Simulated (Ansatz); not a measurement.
Geometry relaxation, with input and output: C2H4InN

- system: C2H4InN
- method: RKS r2SCAN-D4/def2-SVP (Ansatz 0.2.0)

It belongs to a series of runs on one base structure; here: end point B relaxed. Figures and captions count atoms from 1; the log counts them from 0 in places.

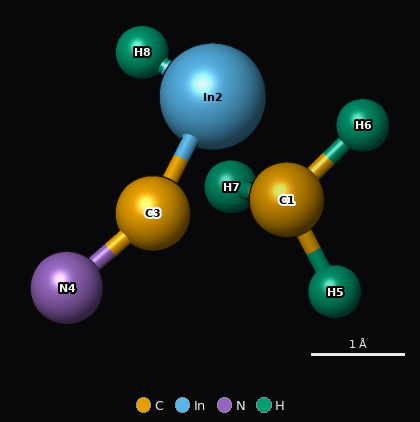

*The input geometry (ball-and-stick view, seen at a tilt; atoms are numbered from 1 in the order of the input). Sticks mark near contacts.*

Bond lengths as drawn: C–H 1.11 to 1.15 Å, C–In 1.59 Å, C–N 1.26 Å and H–In 0.95 Å.

### The input
```yaml
crystal:
  periodic: [false, false, false]
  atoms:
    - { symbol: C, position_ang: [-0.559, 0.7715, -0.4987] }
    - { symbol: In, position_ang: [0.0025, -0.5303, 1.0717] }
    - { symbol: C, position_ang: [1.237, -1.1393, 0.283] }
    - { symbol: "N", position_ang: [1.793, -1.97707, -0.46847] }
    - { symbol: H, position_ang: [-0.0199, 1.4368, -1.231] }
    - { symbol: H, position_ang: [-0.964, 1.4568, 0.333] }
    - { symbol: H, position_ang: [-1.4514, 0.3822, -1.0376] }
    - { symbol: H, position_ang: [-0.5894, -1.2673, 1.1107] }
basis:
  gaussian: { orbitals: def2-SVP }
hamiltonian:
  xc: r2scan
  dispersion: d4
relax:
  f_tol: 0.015
  max_steps: 40
output:
  orbitals: {}
```

Hardware: 2 threads of AMD EPYC (Zen 5), 16 GiB of memory available, shared host.

Launched with:
```bash
ansatz run input.yaml --threads 2 --pin off --max-ram 3072MiB --backend cpu --events-out ev --progress --plain --runs-dir out
```

### What the program printed
```
The last accepted step is kept in [file] (removed where the run ends without a failure and the disk answers)
Engine: ansatz 0.2.0, x86_64-unknown-linux-gnu
Functional definition: r2SCAN
  parameter k0 = 0.174
  parameter k1 = 0.065
  parameter a1 = 4.9479
  exchange = r2scan_x(k0 = k0, k1 = k1, a1 = a1)
  correlation = r2scan_c
1036 factors; their error is unknown
mean field evaluation 1: about -8766.8870 eV, gradient 6.6e1 eV
mean field evaluation 2: about -8730.5461 eV, gradient 1.1e2 eV
mean field evaluation 4: about -8776.1336 eV, gradient 2.8e1 eV
mean field evaluation 8: about -8777.9962 eV, gradient 1.2e-1 eV
mean field evaluation 16: about -8777.9692 eV, gradient 1.1e-3 eV
mean field -8777.96919581 eV, -322.5844180246 hartree, gradient 1.5e-5 eV, S^2 0.000000; 0 other end points of the search recorded, 0 dependent functions left out
the calculation of the forces begins
reference -8777.96920932 eV, -322.5844185212 hartree; 22, 22 occupied and 66, 66 virtual orbitals, 1036 factors
relax step   1: F+E_penalty+E_count = -8778.00749821 eV  Δ(F+E_penalty+E_count) = +0.000e0 eV  max|allowed force component| = 5.548e1 eV/Å  Δτ_max = 0.0000 Å  (30 SCF iters, accepted)
these checks for a lower state are left out or cut short: starts, cluster_reference, orbital_swaps, neighbouring_geometries, increment
1036 factors; their error is unknown
mean field -8791.71150090 eV, -323.0894384219 hartree, gradient 1.7e-5 eV, S^2 0.000000; 0 other end points of the search recorded, 0 dependent functions left out
[... from here on the field's lines of each further geometry are left out, up to the last ...]
relax step   2: F+E_penalty+E_count = -8791.74791754 eV  Δ(F+E_penalty+E_count) = -1.374e1 eV  max|allowed force component| = 1.474e1 eV/Å  Δτ_max = 0.1947 Å  (35 SCF iters, accepted)
relax step   3: F+E_penalty+E_count = -8796.03411334 eV  Δ(F+E_penalty+E_count) = -4.286e0 eV  max|allowed force component| = 4.539e0 eV/Å  Δτ_max = 0.1944 Å  (36 SCF iters, accepted)
relax step   4: F+E_penalty+E_count = -8797.64148139 eV  Δ(F+E_penalty+E_count) = -1.607e0 eV  max|allowed force component| = 1.834e0 eV/Å  Δτ_max = 0.1945 Å  (37 SCF iters, accepted)
relax step   5: F+E_penalty+E_count = -8798.32783702 eV  Δ(F+E_penalty+E_count) = -6.864e-1 eV  max|allowed force component| = 8.934e-1 eV/Å  Δτ_max = 0.1947 Å  (30 SCF iters, accepted)
relax step   6: F+E_penalty+E_count = -8798.57797188 eV  Δ(F+E_penalty+E_count) = -2.501e-1 eV  max|allowed force component| = 9.971e-1 eV/Å  Δτ_max = 0.1927 Å  (30 SCF iters, accepted)
relax step   7: F+E_penalty+E_count = -8798.67486853 eV  Δ(F+E_penalty+E_count) = -9.690e-2 eV  max|allowed force component| = 4.972e-1 eV/Å  Δτ_max = 0.1977 Å  (34 SCF iters, accepted)
relax step   8: F+E_penalty+E_count = -8798.74577349 eV  Δ(F+E_penalty+E_count) = -7.090e-2 eV  max|allowed force component| = 1.645e0 eV/Å  Δτ_max = 0.1993 Å  (35 SCF iters, accepted)
relax step   9: F+E_penalty+E_count = -8798.76674283 eV  Δ(F+E_penalty+E_count) = -2.097e-2 eV  max|allowed force component| = 6.059e-1 eV/Å  Δτ_max = 0.0854 Å  (30 SCF iters, accepted)
relax step  10: F+E_penalty+E_count = -8798.78457348 eV  Δ(F+E_penalty+E_count) = -1.783e-2 eV  max|allowed force component| = 3.253e-1 eV/Å  Δτ_max = 0.1454 Å  (35 SCF iters, accepted)
relax step  11: F+E_penalty+E_count = -8798.79637652 eV  Δ(F+E_penalty+E_count) = -1.180e-2 eV  max|allowed force component| = 3.190e-2 eV/Å  Δτ_max = 0.0648 Å  (30 SCF iters, accepted)
relax step  12: F+E_penalty+E_count = -8798.79726081 eV  Δ(F+E_penalty+E_count) = -8.843e-4 eV  max|allowed force component| = 6.233e-2 eV/Å  Δτ_max = 0.0282 Å  (30 SCF iters, accepted)
relax step  13: F+E_penalty+E_count = -8798.79760485 eV  Δ(F+E_penalty+E_count) = -3.440e-4 eV  max|allowed force component| = 2.886e-2 eV/Å  Δτ_max = 0.0306 Å  (30 SCF iters, accepted)
relax step  14: F+E_penalty+E_count = -8798.79785349 eV  Δ(F+E_penalty+E_count) = -2.486e-4 eV  max|allowed force component| = 5.574e-3 eV/Å  Δτ_max = 0.0176 Å  (30 SCF iters, accepted)
relax step  15: F+E_penalty+E_count = -8798.79800534 eV  Δ(F+E_penalty+E_count) = -1.519e-4 eV  max|allowed force component| = 1.983e-2 eV/Å  Δτ_max = 0.0254 Å  (30 SCF iters, accepted)
relax step  16: F+E_penalty+E_count = -8798.79800239 eV  Δ(F+E_penalty+E_count) = +2.953e-6 eV  max|allowed force component| = 6.699e-2 eV/Å  Δτ_max = 0.0563 Å  (30 SCF iters, rejected (line search))
relax step  17: F+E_penalty+E_count = -8798.79820839 eV  Δ(F+E_penalty+E_count) = -2.031e-4 eV  max|allowed force component| = 1.889e-2 eV/Å  Δτ_max = 0.0274 Å  (30 SCF iters, accepted)
relax step  18: F+E_penalty+E_count = -8798.79707776 eV  Δ(F+E_penalty+E_count) = +1.131e-3 eV  max|allowed force component| = 1.711e-1 eV/Å  Δτ_max = 0.0986 Å  (30 SCF iters, rejected (line search))
relax step  19: F+E_penalty+E_count = -8798.79703505 eV  Δ(F+E_penalty+E_count) = +1.173e-3 eV  max|allowed force component| = 8.769e-2 eV/Å  Δτ_max = 0.0271 Å  (30 SCF iters, rejected (line search))
relax step  20: F+E_penalty+E_count = -8798.79833964 eV  Δ(F+E_penalty+E_count) = -1.312e-4 eV  max|allowed force component| = 6.966e-3 eV/Å  Δτ_max = 0.0136 Å  (29 SCF iters, accepted)
relax step  21: F+E_penalty+E_count = -8798.79861317 eV  Δ(F+E_penalty+E_count) = -2.735e-4 eV  max|allowed force component| = 2.543e-2 eV/Å  Δτ_max = 0.0490 Å  (30 SCF iters, accepted)
relax step  22: F+E_penalty+E_count = -8798.79846440 eV  Δ(F+E_penalty+E_count) = +1.488e-4 eV  max|allowed force component| = 8.296e-2 eV/Å  Δτ_max = 0.0578 Å  (30 SCF iters, rejected (line search))
relax step  23: F+E_penalty+E_count = -8798.79880652 eV  Δ(F+E_penalty+E_count) = -1.933e-4 eV  max|allowed force component| = 8.876e-3 eV/Å  Δτ_max = 0.0278 Å  (30 SCF iters, accepted)
relax step  24: F+E_penalty+E_count = -8798.79887916 eV  Δ(F+E_penalty+E_count) = -7.264e-5 eV  max|allowed force component| = 2.183e-2 eV/Å  Δτ_max = 0.0364 Å  (30 SCF iters, accepted)
relax step  25: F+E_penalty+E_count = -8798.79888980 eV  Δ(F+E_penalty+E_count) = -1.064e-5 eV  max|allowed force component| = 7.551e-2 eV/Å  Δτ_max = 0.0443 Å  (30 SCF iters, accepted)
relax step  26: F+E_penalty+E_count = -8798.79908452 eV  Δ(F+E_penalty+E_count) = -1.947e-4 eV  max|allowed force component| = 2.950e-2 eV/Å  Δτ_max = 0.0114 Å  (31 SCF iters, accepted)
the calculation of the forces begins
reference -8798.76720149 eV, -323.3487306361 hartree; 22, 22 occupied and 66, 66 virtual orbitals, 1036 factors
relax step  27: F+E_penalty+E_count = -8798.79917462 eV  Δ(F+E_penalty+E_count) = -9.010e-5 eV  max|allowed force component| = 2.764e-3 eV/Å  Δτ_max = 0.0098 Å  (31 SCF iters, accepted)
1036 factors; their error is unknown
mean field evaluation 224: about -8798.7672 eV, gradient 1.8e-3 eV
```

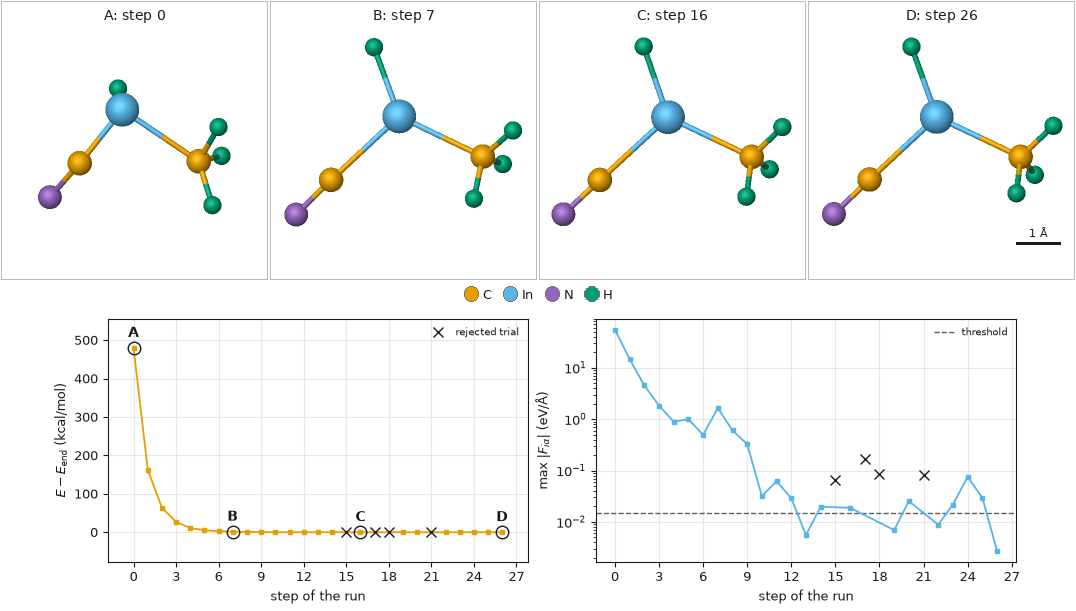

*Frames of the relaxation (ball-and-stick view, seen at a tilt) above the curves, on which the letters mark them (the first geometry is step 0 here and step 1 in the log).*

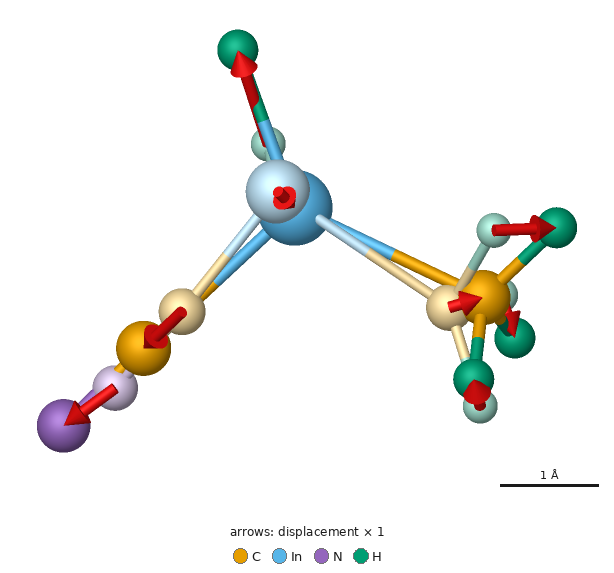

*Start (faint) and end (solid) with the displacements as red arrows, at true length (ball-and-stick view, seen at a tilt). The two geometries are laid on each other by the best rigid fit.*

The atom that moves furthest after the best rigid fit is H8 (1.19 Å). Largest moves by element: H 1.19 Å, C 0.76 Å, N 0.66 Å, In 0.36 Å. Among the contacts that change: In2–H8 0.946 → 1.714 Å, In2–C3 1.586 → 2.164 Å, C3–N4 1.255 → 1.168 Å, C1–H6 1.151 → 1.098 Å. Among the angles that change: In2–C1–H5 136.0° → 109.0°, In2–C1–H6 85.6° → 112.2°, In2–C3–N4 154.0° → 178.9°. Over 26 geometry steps the energy falls by 479.5 kcal/mol. Largest force component: 55 eV/Å at the start, 0.0028 eV/Å at the end. The line search rejected the trial steps at points 15, 17, 18, 21 (counted from 0) and went back. (Atoms are counted from 1 in the order of the input.)

```
mean field -8798.76718843 eV, -323.3487301562 hartree, gradient 2.5e-5 eV, S^2 0.000000; 1 other end points of the search recorded, 0 dependent functions left out
the calculation of the forces begins
reference -8798.76720149 eV, -323.3487306361 hartree; 22, 22 occupied and 66, 66 virtual orbitals, 1036 factors
Total energy: -8798.79918768 eV, -323.3499061068 hartree
Atom 0 at    -0.800748     1.046014    -0.473006 Å, force    -0.001129     0.002764    -0.001034 eV/Å
Atom 1 at    -0.197153    -0.637860     0.713619 Å, force     0.001238    -0.000877    -0.000063 eV/Å
Atom 2 at     1.486447    -1.693292    -0.143131 Å, force    -0.002047     0.000997     0.001190 eV/Å
Atom 3 at     2.396848    -2.246954    -0.621136 Å, force     0.001614    -0.001443    -0.001460 eV/Å
Atom 4 at     0.079645     1.673287    -0.678789 Å, force    -0.000126    -0.000387     0.000527 eV/Å
Atom 5 at    -1.575736     1.645517     0.022901 Å, force    -0.000750    -0.000712    -0.000032 eV/Å
Atom 6 at    -1.186101     0.677791    -1.436556 Å, force     0.001269    -0.000097    -0.000607 eV/Å
Atom 7 at    -0.754402    -1.331173     2.178728 Å, force    -0.000068    -0.000245     0.001479 eV/Å
Dipole moment:    -0.765484     0.581104     0.269304 e Å
```

### Trajectory as extended XYZ (Å, eV, eV/Å), 13 of the 27 frames kept, from step=1 to step=27
```
8
Properties=species:S:1:pos:R:3:forces:R:3 step=1 energy=-8778.00750
C    -0.5590    0.7715   -0.4987   -1.3204   2.7546  -0.0114
In    0.0025   -0.5303    1.0717   20.7546  55.4756   6.4524
C     1.2370   -1.1393    0.2830   24.5103 -13.8161 -15.4409
N     1.7930   -1.9771   -0.4685   -3.2641   4.5940   3.9509
H    -0.0199    1.4368   -1.2310    0.2145  -0.8019   0.8543
H    -0.9640    1.4568    0.3330   -0.2840   0.2159  -1.3954
H    -1.4514    0.3822   -1.0376    0.1275   0.0213   0.4775
H    -0.5894   -1.2673    1.1107  -40.7383 -48.4435   5.1126
8
Properties=species:S:1:pos:R:3:forces:R:3 step=3 energy=-8796.03411
C    -0.6281    0.9012   -0.4901   -0.7982   1.7758   0.2874
In    0.0201   -0.3619    1.0278    0.2149   4.5390  -0.7987
C     1.5001   -1.2738    0.2309    4.0035  -1.1156  -0.3538
N     1.8905   -2.0552   -0.5234    0.7164  -1.1784  -1.2502
H     0.0092    1.4438   -1.2078    0.1391  -0.2096   0.3916
H    -1.0688    1.5982    0.2551   -0.5209   0.7041  -1.0712
H    -1.4565    0.3869   -1.0182    0.1915  -0.0039   0.2985
H    -0.8178   -1.5058    1.2884   -3.9462  -4.5115   2.4962
8
Properties=species:S:1:pos:R:3:forces:R:3 step=5 energy=-8798.32784
C    -0.7041    1.0483   -0.4726   -0.1503  -0.0323  -0.2145
In   -0.0468   -0.4462    0.8362   -0.2174  -0.5042  -0.0703
C     1.7177   -1.3879    0.2253    0.8934  -0.8240  -0.8134
N     2.0510   -2.1430   -0.6128    0.0529   0.4495   0.5594
H     0.0466    1.4642   -1.1613   -0.1019   0.0006   0.2099
H    -1.2055    1.7897    0.1454   -0.2975   0.5274  -0.2350
H    -1.4515    0.4354   -1.0217    0.0645   0.4484  -0.0299
H    -0.9586   -1.6272    1.6241   -0.2436  -0.0653   0.5938
8
Properties=species:S:1:pos:R:3:forces:R:3 step=7 energy=-8798.67487
C    -0.7612    1.0294   -0.4875   -0.3758   0.1389  -0.4076
In   -0.2321   -0.6187    0.7570    0.4972  -0.1057  -0.1966
C     1.6867   -1.4514    0.1196   -0.4842   0.1026  -0.0031
N     2.2571   -2.1510   -0.6216    0.3178  -0.0839  -0.0426
H     0.1145    1.4469   -1.0141   -0.0799  -0.1703   0.1266
H    -1.2505    1.8253    0.0923   -0.0179   0.0168   0.0074
H    -1.4967    0.6701   -1.2469    0.3249   0.1353   0.3041
H    -0.8689   -1.6174    1.9640   -0.1822  -0.0338   0.2119
8
Properties=species:S:1:pos:R:3:forces:R:3 step=10 energy=-8798.78457
C    -0.7747    1.0254   -0.4715   -0.0346  -0.0423   0.0941
In   -0.2190   -0.6764    0.7259   -0.0080   0.2496  -0.3235
C     1.5396   -1.6061   -0.1041   -0.2611   0.0229   0.2347
N     2.4660   -2.1209   -0.5868    0.3253  -0.1418  -0.1754
H     0.1202    1.4925   -0.9059    0.0086  -0.0116   0.0115
H    -1.3378    1.7598    0.1195   -0.0167   0.0489  -0.0186
H    -1.4173    0.6708   -1.2933    0.0048   0.0037  -0.0095
H    -0.9282   -1.4117    2.0789   -0.0182  -0.1294   0.1867
8
Properties=species:S:1:pos:R:3:forces:R:3 step=12 energy=-8798.79726
C    -0.7945    1.0436   -0.4756   -0.0065  -0.0019   0.0014
In   -0.2278   -0.6676    0.6923    0.0183   0.0094  -0.0147
C     1.5266   -1.6556   -0.1031    0.0539  -0.0263  -0.0253
N     2.4815   -2.1550   -0.5550   -0.0623   0.0246   0.0315
H     0.1079    1.5265   -0.8776   -0.0031  -0.0018   0.0062
H    -1.3789    1.7659    0.1107    0.0003  -0.0062   0.0012
H    -1.4074    0.6993   -1.3238    0.0014   0.0021  -0.0013
H    -0.8587   -1.4237    2.0948   -0.0019   0.0000   0.0011
8
Properties=species:S:1:pos:R:3:forces:R:3 step=14 energy=-8798.79785
C    -0.7997    1.0487   -0.4760   -0.0030  -0.0013   0.0037
In   -0.2139   -0.6602    0.6851    0.0000   0.0056  -0.0025
C     1.5288   -1.6659   -0.1095    0.0034  -0.0033  -0.0012
N     2.4739   -2.1924   -0.5493   -0.0021   0.0011  -0.0015
H     0.0966    1.5635   -0.8507    0.0027  -0.0001   0.0011
H    -1.4162    1.7450    0.1087   -0.0021   0.0007   0.0001
H    -1.3838    0.7008   -1.3427    0.0024  -0.0020  -0.0031
H    -0.8370   -1.4062    2.0970   -0.0014  -0.0007   0.0035
8
Properties=species:S:1:pos:R:3:forces:R:3 step=16 energy=-8798.79800 accepted=F
C    -0.8020    1.0513   -0.4745   -0.0360   0.0353  -0.0364
In   -0.2047   -0.6494    0.6926   -0.0084   0.0009   0.0101
C     1.5153   -1.6745   -0.1266    0.0550  -0.0442  -0.0136
N     2.4470   -2.2253   -0.5667   -0.0525   0.0385   0.0147
H     0.0935    1.6119   -0.7872   -0.0591  -0.0316   0.0153
H    -1.4841    1.7116    0.0825    0.0495  -0.0438  -0.0447
H    -1.3151    0.6890   -1.3826    0.0461   0.0365   0.0670
H    -0.8013   -1.3812    2.1252    0.0053   0.0085  -0.0124
8
Properties=species:S:1:pos:R:3:forces:R:3 step=18 energy=-8798.79708 accepted=F
C    -0.8021    1.0490   -0.4730   -0.0655   0.0862  -0.1269
In   -0.2053   -0.6461    0.7005    0.0224  -0.0125   0.0368
C     1.5023   -1.6848   -0.1328    0.0133  -0.0155  -0.0178
N     2.4236   -2.2338   -0.5961   -0.0328   0.0226   0.0171
H     0.0948    1.6403   -0.7325   -0.1484  -0.0762   0.0363
H    -1.5338    1.6827    0.0570    0.1252  -0.0952  -0.0953
H    -1.2539    0.6813   -1.4152    0.0853   0.0855   0.1711
H    -0.7769   -1.3552    2.1549    0.0005   0.0052  -0.0215
8
Properties=species:S:1:pos:R:3:forces:R:3 step=21 energy=-8798.79861
C    -0.7994    1.0469   -0.4738   -0.0072   0.0136  -0.0170
In   -0.2071   -0.6482    0.7030   -0.0004  -0.0052  -0.0005
C     1.5059   -1.6787   -0.1253    0.0114  -0.0019  -0.0101
N     2.4336   -2.2144   -0.5906   -0.0112   0.0035   0.0070
H     0.0964    1.6167   -0.7640   -0.0207  -0.0092   0.0076
H    -1.4998    1.6991    0.0666    0.0147  -0.0142  -0.0144
H    -1.2839    0.6827   -1.3946    0.0141   0.0103   0.0254
H    -0.7969   -1.3708    2.1412   -0.0008   0.0031   0.0019
8
Properties=species:S:1:pos:R:3:forces:R:3 step=23 energy=-8798.79881
C    -0.7996    1.0467   -0.4733   -0.0029   0.0061  -0.0045
In   -0.2035   -0.6449    0.7066   -0.0040  -0.0076  -0.0032
C     1.5013   -1.6825   -0.1304    0.0060   0.0006  -0.0034
N     2.4242   -2.2232   -0.5993   -0.0077   0.0021   0.0041
H     0.0928    1.6317   -0.7418   -0.0089  -0.0009   0.0030
H    -1.5205    1.6851    0.0554    0.0075  -0.0044  -0.0042
H    -1.2585    0.6805   -1.4055    0.0071   0.0009   0.0077
H    -0.7874   -1.3601    2.1510    0.0029   0.0032   0.0005
8
Properties=species:S:1:pos:R:3:forces:R:3 step=25 energy=-8798.79889
C    -0.8013    1.0471   -0.4733   -0.0209   0.0310  -0.0436
In   -0.1971   -0.6365    0.7143   -0.0068  -0.0032   0.0001
C     1.4850   -1.6922   -0.1443    0.0252  -0.0154  -0.0085
N     2.3957   -2.2488   -0.6188   -0.0193   0.0123   0.0066
H     0.0816    1.6747   -0.6779   -0.0578  -0.0320   0.0092
H    -1.5786    1.6469    0.0229    0.0485  -0.0332  -0.0364
H    -1.1858    0.6766   -1.4393    0.0311   0.0339   0.0755
H    -0.7508   -1.3346    2.1790    0.0000   0.0066  -0.0029
8
Properties=species:S:1:pos:R:3:forces:R:3 step=27 energy=-8798.79918
C    -0.8007    1.0460   -0.4730   -0.0011   0.0028  -0.0010
In   -0.1972   -0.6379    0.7136    0.0012  -0.0009  -0.0001
C     1.4864   -1.6933   -0.1431   -0.0020   0.0010   0.0012
N     2.3968   -2.2470   -0.6211    0.0016  -0.0014  -0.0015
H     0.0796    1.6733   -0.6788   -0.0001  -0.0004   0.0005
H    -1.5757    1.6455    0.0229   -0.0008  -0.0007   0.0000
H    -1.1861    0.6778   -1.4366    0.0013  -0.0001  -0.0006
H    -0.7544   -1.3312    2.1787   -0.0001  -0.0002   0.0015
```

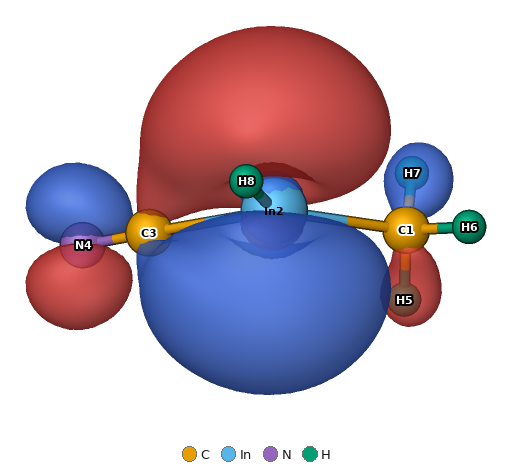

*One frontier orbital at ±0.08 Å⁻³ᐟ² (red and blue are the two phases), seen from the side.*

The LUMO, at −2.68 eV. Its weight (Hirshfeld) is mainly on In2 (75 %), N4 (10 %) and C3 (10 %).

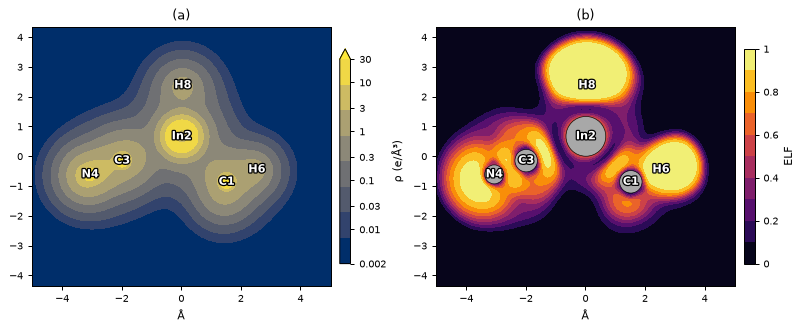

*(a) total electron density; (b) electron localisation function on the plane of atoms C1, In2 and H8. Grey discs, where drawn, cover atomic cores.*

The section cuts through C, In, N and H sites. In–H (1.71 Å): ρ at the midpoint is about 1.2 e/Å³, with its minimum of 0.7 e/Å³ about 1.1 Å from In; the ELF climbs to about 1 towards the hydrogen.

### Summary

| quantity | value |
| --- | --- |
| outcome | converged |
| total energy | −8798.7992 eV |
| mean-field energy | −8798.7672 eV |
| largest force (length of the vector) at the end | 0.003 eV/Å |
| wall time | 22 s (CPU time 42 s) |
| peak memory | 0.17 GiB |
